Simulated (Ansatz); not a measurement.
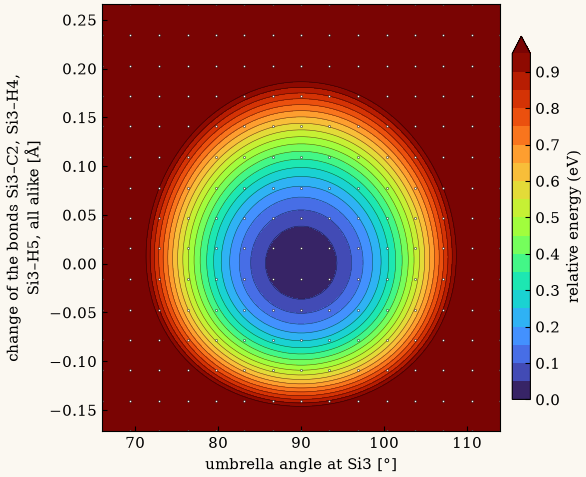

CH2NSi, SMILES N#C[SiH2+], charge +1. 
- The first coordinate is: umbrella angle at Si3 (between each of its bonds and their common axis; 90 is planar); the second: change of the bonds Si3–C2, Si3–H4, Si3–H5, all alike.
- Nothing is relaxed (all other coordinates rigid).
- The scan uses a 15 × 15 grid; 120 points were computed and 105 follow by symmetry.
- Points are written as (first, second).
- Energies are in eV, from the relaxed molecule at the same level.
- Method: RHF/def2-TZVP (Ansatz).

Drawn: filled contours, dots at the grid points, one colour for all values above the top of the scale. Between grid points the surface is interpolated.

Estimate the position of the minimum and the force constants in these coordinates.

The interpolated minimum is at the first coordinate ≈ 90.0°, the second coordinate ≈ 0.000 Å. The curvatures there are about 18 eV/rad² and 71 eV/Å², with a cross term of about 0 eV/(rad·Å). Round the minimum the two coordinates are nearly uncoupled.
